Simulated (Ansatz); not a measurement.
Cost and result by functional for the surface energy of the (10-12) surface of hcp Cd in its 1x1 cell, outermost plane spacing 0.64 Å in the ideal cut (one of several cuts of this face), in Ansatz (plane waves, PAW). Single points on the PBE structure, on one kind of machine; costs are rough ratios of the slab run's core time (references not counted) to the cheapest single point. r2SCAN's cost holds its higher cutoff (500 against 420 eV). Differences are taken against r2SCAN for comparison alone: no measured value is at hand, so the table doesn't rank accuracy.

Slab: 12 atoms, 10.3 Å thick at the start (thin: gaps and levels are the slab's own); k 12x5x1, smearing 0.1 eV, dipole-corrected; all atoms relaxed; start symmetry kept, larger cells not searched; no spin, no spin-orbit, no U. These notes are the PBE run's.

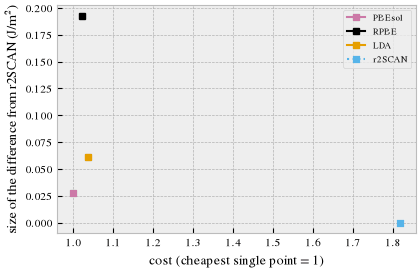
Difference from r2SCAN against cost

```json
[
 {"functional": "PBEsol", "relative cost": "1", "surface energy (J/m²)": "0.51", "less r2SCAN (J/m²)": "0.03"},
 {"functional": "RPBE", "relative cost": "1", "surface energy (J/m²)": "0.29", "less r2SCAN (J/m²)": "-0.19"},
 {"functional": "LDA", "relative cost": "1", "surface energy (J/m²)": "0.54", "less r2SCAN (J/m²)": "0.06"},
 {"functional": "r2SCAN", "relative cost": "2", "surface energy (J/m²)": "0.48", "less r2SCAN (J/m²)": "0.00"},
 {"functional": "PBE (the relaxed run's value)", "relative cost": "–", "surface energy (J/m²)": "0.38", "less r2SCAN (J/m²)": "-0.10"}
]
```

The values span 0.25 J/m², while the single points' costs differ by a factor of roughly 2. Differences are of unrounded values.

Ansatz is a first-principles code.
